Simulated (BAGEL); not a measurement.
# [OF2]+ (SMILES F[O+]F) at CASPT2(19,12)/6-31G(d) (density fitting with cc-pvqz-jkfit, spherical functions)

Aim: the vertical doublet–quartet gap of [OF2]+ at CASPT2(19,12)/6-31G* (density fitting with cc-pvqz-jkfit, spherical functions), from 2 runs. 

The calculation is run with BAGEL 1.2.2.

7 further runs of the same task are left out: 2 that didn't finish, 5 set aside as unsound or not needed. Runs told in other sessions of the task aren't counted.

## Step 1: Starting point

[OF2]+: 3 atoms, total charge +1, spin state doublet. SMILES: `F[O+]F`. Geometry: relaxed at PBE0-D4/def2-TZVP.

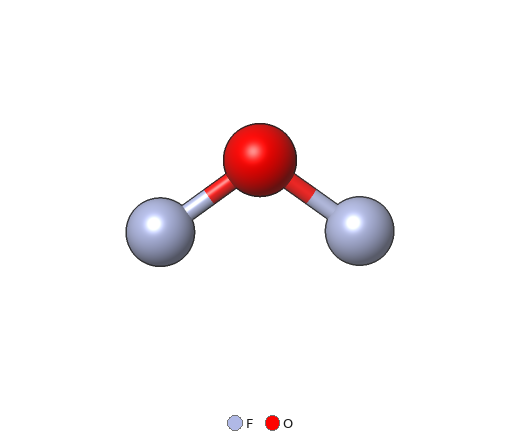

The structure, seen from a chosen angle (fluorine light blue, oxygen red).

## Step 2: A single-point energy at CASPT2(19,12)/6-31G(d) (density fitting with cc-pvqz-jkfit, spherical functions)

input.json reads:

```json
{ "bagel" : [

{
  "title" : "molecule",
  "basis" : "6-31gs.json",
  "df_basis" : "cc-pvqz-jkfit",
  "angstrom" : true,
  "geometry" : [
    { "atom" : "F", "xyz" : [    0.920200,   -0.309010,    0.473410 ] },
    { "atom" : "O", "xyz" : [    0.000640,    0.505210,    0.055670 ] },
    { "atom" : "F", "xyz" : [   -0.920840,   -0.196190,   -0.529090 ] }
  ]
},
{
  "title" : "hf",
  "charge" : 2
},
{
  "title" : "casscf",
  "nstate" : 1,
  "nact" : 12,
  "nclosed" : 3,
  "charge" : 1,
  "nspin" : 1,
  "maxiter" : 200,
  "natocc" : true
},
{
  "title" : "print",
  "file" : "orbitals.molden",
  "orbitals" : true
},
{
  "title" : "smith",
  "method" : "caspt2",
  "ms" : true,
  "xms" : true,
  "sssr" : true,
  "shift" : 0.0,
  "ncore" : 3
}

]}
```

The basis set 6-31G* is read from a file made from the Basis Set Exchange's data (not shown).

Run with:

```console
$ BAGEL_NUM_THREADS=1 BAGEL input.json > input.out
```

Log:

```text
* using 1 threads per process

  ===============================================================
  ===============================================================

  *** Geometry ***

  { "atom" : "F", "xyz" : [      1.738926,     -0.583944,      0.894615 ] },
  { "atom" : "O", "xyz" : [      0.001209,      0.954709,      0.105201 ] },
  { "atom" : "F", "xyz" : [     -1.740135,     -0.370745,     -0.999835 ] },

  Number of auxiliary basis functions:      318

  Since a DF basis is specified, we compute 2- and 3-index integrals:
    o Being stored without compression. Storage requirement is 0.004 GB

  Number of basis functions:       42
  Number of electrons      :       26

    * METHOD: MOLECULE                             0.08

  *** RHF ***

  === Nuclear Repulsion ===
    79.1552907754

      * DIIS with orbital gradients will be used.

[... 6 lines left out ...]
    * SCF iteration converged.
[... 1 line left out ...]
    * Permanent dipole moment:
[... 22 lines left out ...]
    * Second-order optimization converged. *
[... 21 lines left out ...]
     * ci vector, state   0, <S^2> = 0.7500
[... 18 lines left out ...]
    * METHOD: CASSCF                              17.49

    * METHOD: PRINT                                0.01

  === SMITH program ===

    * freezing 3 orbitals

    * Approximate memory requirement for SMITH calulation per MPI process:
      o Storage requirement for T-amplitude, lambda, and residual is 0.00 GB
      o Storage requirement for MO integrals is 0.00 GB
    * Calculating and saving rdm4f

    * Zeroth order energy : state  0      -26.3076488949

    * CASPT2 iteration is performed using redundant basis

      ---- iteration ----

        0    -0.38325715     0.00776959      2.48
        1    -0.38389845     0.00032356      2.20
        2    -0.38390081     0.00001809      2.64
        3    -0.38390082     0.00000099      1.90

      -------------------

    * CASPT2 energy : state  0     -273.5259527151
        reference weight              0.9171408439

    * METHOD: SMITH                               93.33

  ===============================================================
```

Run time: 1.9 min. Hardware: 1 thread of AMD EPYC 7R43 (Zen 3), shared host; peak memory 3.6 GiB.

## Step 3: The quartet, same level

input.json reads:

```json
{ "bagel" : [

{
  "title" : "molecule",
  "basis" : "6-31gs.json",
  "df_basis" : "cc-pvqz-jkfit",
  "angstrom" : true,
  "geometry" : [
    { "atom" : "F", "xyz" : [       0.920200,      -0.309010,       0.473410 ] },
    { "atom" : "O", "xyz" : [       0.000640,       0.505210,       0.055670 ] },
    { "atom" : "F", "xyz" : [      -0.920840,      -0.196190,      -0.529090 ] }
  ]
},

{ "title" : "hf", "charge" : 2 },

{ "title" : "casscf", "nstate" : 1, "nact" : 12, "nclosed" : 3, "charge" : 1, "nspin" : 3, "maxiter" : 200, "natocc" : true },

{ "title" : "print", "file" : "orbitals.molden", "orbitals" : true },

{ "title" : "smith", "method" : "caspt2", "ms" : true, "xms" : true, "sssr" : true, "shift" : 0.0, "ncore" : 3 }

]}
```

The basis set 6-31G* is read from a file made from the Basis Set Exchange's data (not shown).

Run with:

```console
$ BAGEL_NUM_THREADS=1 BAGEL input.json > input.out
```

Log:

```text
* using 1 threads per process

  ===============================================================
  ===============================================================

  *** Geometry ***

  { "atom" : "F", "xyz" : [      1.738926,     -0.583944,      0.894615 ] },
  { "atom" : "O", "xyz" : [      0.001209,      0.954709,      0.105201 ] },
  { "atom" : "F", "xyz" : [     -1.740135,     -0.370745,     -0.999835 ] },

  Number of auxiliary basis functions:      318

  Since a DF basis is specified, we compute 2- and 3-index integrals:
    o Being stored without compression. Storage requirement is 0.004 GB

  Number of basis functions:       42
  Number of electrons      :       26

    * METHOD: MOLECULE                             0.07

  *** RHF ***

  === Nuclear Repulsion ===
    79.1552907754

      * DIIS with orbital gradients will be used.

[... 6 lines left out ...]
    * SCF iteration converged.
[... 1 line left out ...]
    * Permanent dipole moment:
[... 22 lines left out ...]
    * Second-order optimization converged. *
[... 45 lines left out ...]
     * ci vector, state   0, <S^2> = 3.7500
[... 11 lines left out ...]
    * METHOD: CASSCF                              14.54

    * METHOD: PRINT                                0.01

  === SMITH program ===

    * freezing 3 orbitals

    * Approximate memory requirement for SMITH calulation per MPI process:
      o Storage requirement for T-amplitude, lambda, and residual is 0.00 GB
      o Storage requirement for MO integrals is 0.00 GB
    * Calculating and saving rdm4f

    * Zeroth order energy : state  0      -25.0538744970

    * CASPT2 iteration is performed using redundant basis

      ---- iteration ----

        0    -0.39494525     0.00783624      2.09
        1    -0.39543865     0.00030574      2.30
        2    -0.39544075     0.00001910      2.08
        3    -0.39544076     0.00000128      2.60
        4    -0.39544076     0.00000008      2.25

      -------------------

    * CASPT2 energy : state  0     -273.2644698211
        reference weight              0.9117576810

    * METHOD: SMITH                               88.06

  ===============================================================
```

Run time: 1.7 min. Hardware: 1 thread of AMD EPYC 7R43 (Zen 3), shared host; peak memory 1.6 GiB.

## Step 4: Results

At CASPT2(19,12)/6-31G* (density fitting with cc-pvqz-jkfit, spherical functions), 3 core orbitals frozen:

| quantity | value |
| --- | --- |
| doublet: total energy | -273.52595 Eh |
| quartet: total energy | -273.26447 Eh |
| vertical energy of the quartet above the doublet | 7.115 eV |

At this shape the quartet lies 7.12 eV (164 kcal/mol) above the doublet.
